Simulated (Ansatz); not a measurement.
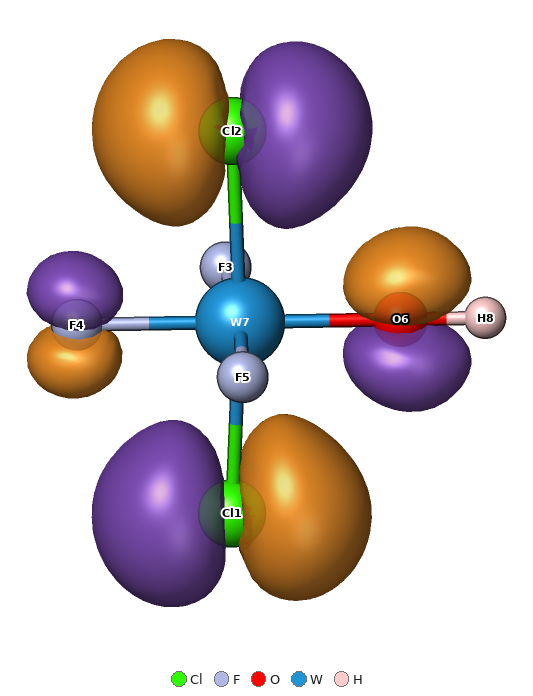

*Cl2F3HOW (SMILES [OH][W]([F])([F])([F])([Cl])[Cl]). The HOMO at ±0.1 Å⁻³ᐟ² (orange and purple are the two phases), seen at a tilt.*

Geometry: PBE0-D4/def2-SVP; core potentials replace the inner electrons of W.

Method: isolated molecule in a Gaussian basis; Kohn-Sham density functional theory, functional PBE0 in Ansatz 0.2.0.

Input file:

```
crystal:
  periodic: [false, false, false]
  atoms:
    - symbol: Cl
      position_ang: [-1.946644, 1.270187, 0.233187]
    - symbol: Cl
      position_ang: [1.874216, -1.000855, -0.969997]
    - symbol: F
      position_ang: [-1.054710, -1.357086, -0.786367]
    - symbol: F
      position_ang: [-0.199735, 0.733432, -2.018929]
    - symbol: F
      position_ang: [0.985791, 1.611325, 0.090110]
    - symbol: O
      position_ang: [0.140498, -0.515884, 1.419900]
    - symbol: W
      position_ang: [-0.028178, 0.104360, -0.285572]
    - symbol: H
      position_ang: [0.228744, -0.845490, 2.317669]
basis:
  gaussian:
    orbitals: def2-SVPD
hamiltonian:
  xc: {name: PBE0}
output: {forces: true, orbitals: {seedname: orbitals}}
```

Command:

```sh
ansatz run input.yaml --threads 2 --pin off --max-ram 6090MiB --events-out events.jsonl --progress --plain --runs-dir runs
```

Where does this orbital lie, and at what energy?

Its weight (Hirshfeld) is mainly on Cl1 (about 40 %), Cl2 (about 40 %) and O6 (about 15 %); largely a combination of lone pairs on Cl1, Cl2 and O6. Its energy is −9.70 eV.
